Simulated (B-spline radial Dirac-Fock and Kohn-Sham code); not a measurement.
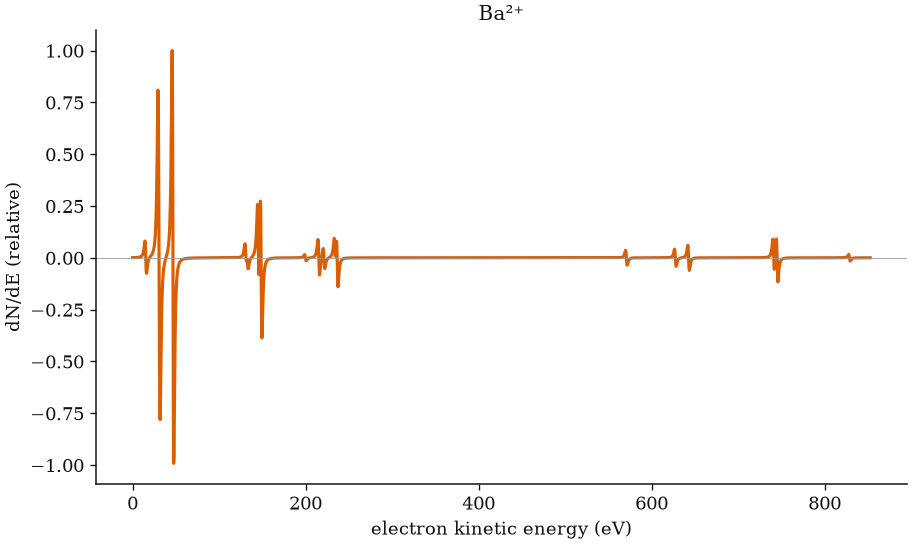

Auger and Coster–Kronig groups that fill an M3 (3p3/2) hole, broadened by 3.0 eV full width and differentiated. Kinetic energies count from the vacuum level; very weak lines are left out. Species: Ba²⁺. Method: independent-particle Coulomb rates on relativistic LDA orbitals, configuration-average energies from Dirac–Fock (computed with a B-spline radial code). Widths ruled by Coster–Kronig decay come out up to twice the measured ones in this model.

How wide is the M3 level from this decay?

Answer. The non-radiative width is 5.35 eV.

Which group is strongest?

Answer. M3-M5N3 at 46.63 eV, 29 % of the non-radiative width.
